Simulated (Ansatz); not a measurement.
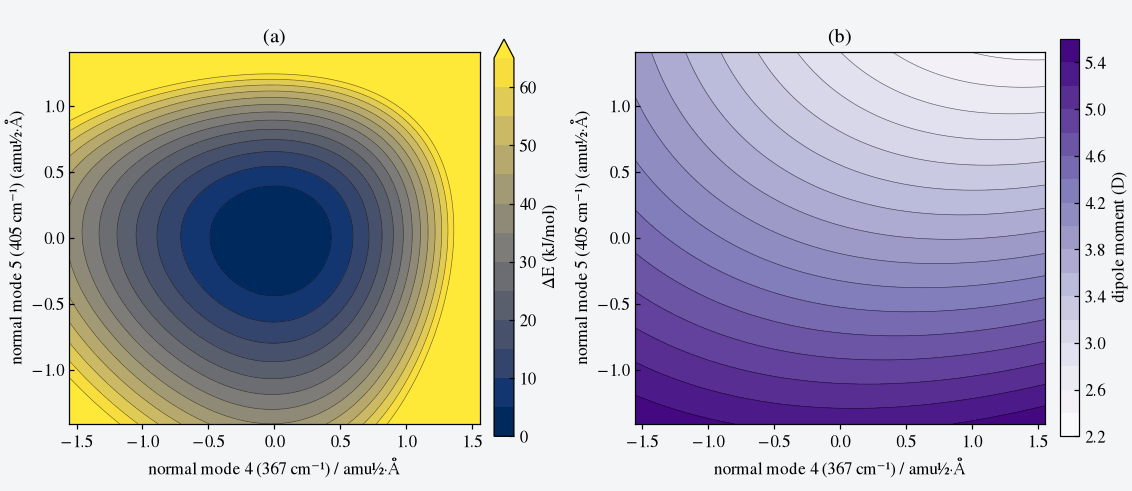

CH₂ClNSn, SMILES N#[C][SnH2][Cl]. The first coordinate is: normal mode 4 (367 cm⁻¹); the second: normal mode 5 (405 cm⁻¹). Nothing is relaxed (straight displacements along the two mass-weighted modes). The scan uses a 15 × 15 grid. Energies: kJ/mol, counted from the lowest grid point. Level of theory: Ansatz 0.2.0, RKS PBE-D4/def2-TZVP.

Panel (a) is the energy and panel (b) the computed dipole moment on the same grid.

Drawn: filled contours, one colour for all values above the top of the scale. Between grid points the surface is interpolated.

How does the dipole moment vary over the map, and what is it at the lowest grid point?

Answer. Leaving out the highest fifth of the energies, it runs from 2.65 D at normal mode 4 (367 cm⁻¹) = 0.667 amu½·Å, normal mode 5 (405 cm⁻¹) = 1.210 amu½·Å to 5.52 D at normal mode 4 (367 cm⁻¹) = −1.335 amu½·Å, normal mode 5 (405 cm⁻¹) = −1.412 amu½·Å. At the lowest grid point, normal mode 4 (367 cm⁻¹) = 0.000 amu½·Å, normal mode 5 (405 cm⁻¹) = 0.000 amu½·Å, it is 3.89 D.
